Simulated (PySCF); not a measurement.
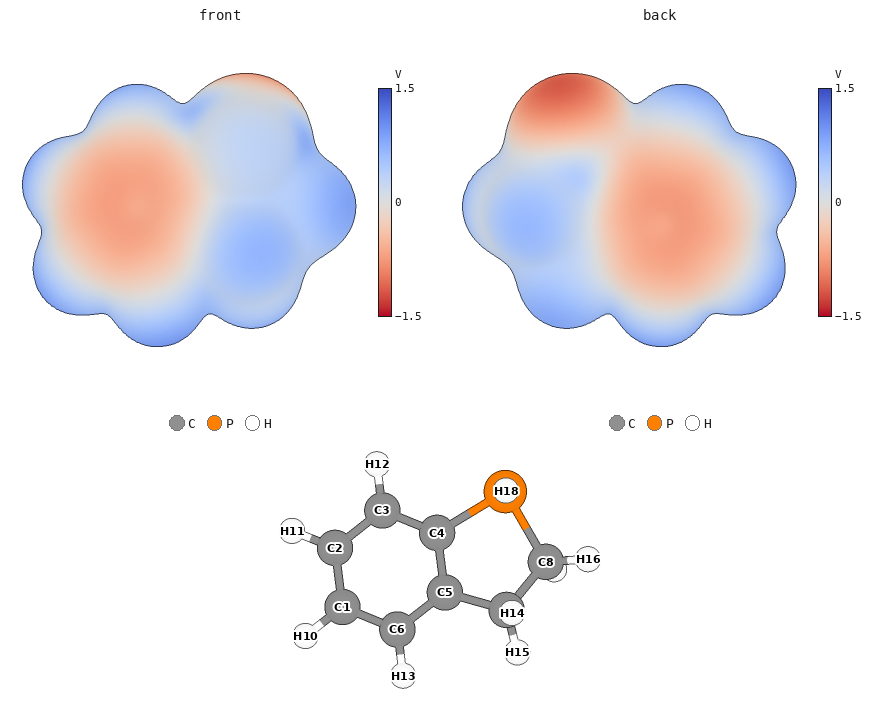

C8H9P (SMILES c1ccc2c(c1)CCP2). The electrostatic potential painted on the density surface at 0.002 e/bohr³, seen from the front and from behind; the colour scale runs from red (negative) to blue (positive). The bare structure is drawn below in the same view.

Geometry: GFN2-xTB.

Level of theory: PBE0/pcSseg-1, SCF density, gas phase, non-relativistic (PySCF 2.14.0).

Input

```
{"job": {"kind": "nmr", "xc": "PBE0", "basis": "pcSseg-1"}, "charge": 0, "multiplicity": 1}
C      2.336907     0.654793     0.161134
C      2.425451    -0.540800    -0.531765
C      1.280247    -1.263546    -0.826401
C      0.050822    -0.778616    -0.415789
C     -0.042923     0.429883     0.277250
C      1.104409     1.143089     0.568502
C     -1.440196     0.814815     0.663023
C     -2.384621     0.068917    -0.282939
P     -1.579155    -1.556999    -0.716437
H      3.233318     1.214647     0.384053
H      3.390121    -0.909369    -0.848211
H      1.341151    -2.194354    -1.371191
H      1.039285     2.077287     1.108355
H     -1.618973     0.498419     1.696542
H     -1.592310     1.894278     0.613081
H     -3.377845    -0.087456     0.139894
H     -2.503622     0.627115    -1.217270
H     -1.670825    -2.085786     0.586513
```

Command:

```sh
OMP_NUM_THREADS=1 python probes_run.py task.json out
```

Question: Describe the electrostatic potential map.

Answer: The most negative region (about −1.1 V) lies over P9, the most positive (about +0.9 V) over H10 and H13.

Question: What dipole moment does the calculation give?

Answer: Its dipole moment is 1.47 D.
